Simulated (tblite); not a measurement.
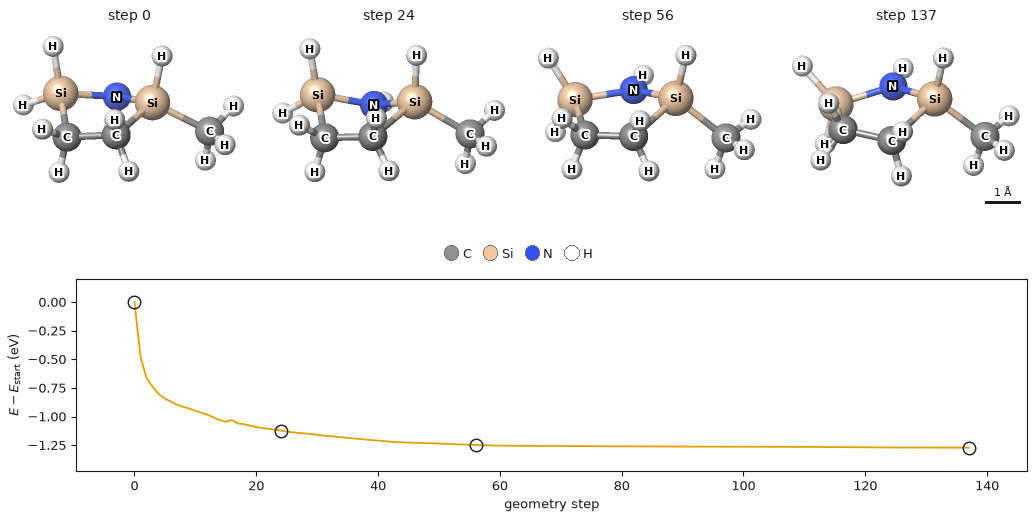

Frames of a relaxation of C₃H₁₁NSi₂ (charge +1, multiplicity 2), marked on the history of the run. The picture is a ball-and-stick view, seen from a free direction.

Level of theory: GFN2-xTB geometry optimisation, gas phase (tblite 0.8.0). 

What happens along the run?

Answer. The largest move after the best rigid fit is that of an H atom, 1.73 Å. By element the largest moves are H 1.73 Å, N 0.48 Å, Si 0.41 Å, C 0.34 Å. Among the contacts that change: Si–Si 2.732 → 3.035 Å, C–Si 1.845 → 2.026 Å, N–Si 1.798 → 1.730 Å, C–C 1.513 → 1.460 Å. Among the angles between lasting bonds that change: Si–N–Si 99.3° → 122.0°, Si–C–H 114.9° → 100.7°, C–Si–H 107.6° → 119.8°. After 137 geometry steps the energy has fallen by 1.272 eV. The run took 0.83 s on 1 thread of Arm Neoverse V2 (shared host). From step 0 to 24: an H atom moves most (0.84 Å), energy −1.123 eV. From step 24 to 56: an H atom moves most (0.78 Å), energy −0.125 eV. From step 56 to 137: an H atom moves most (0.51 Å), energy −0.024 eV.
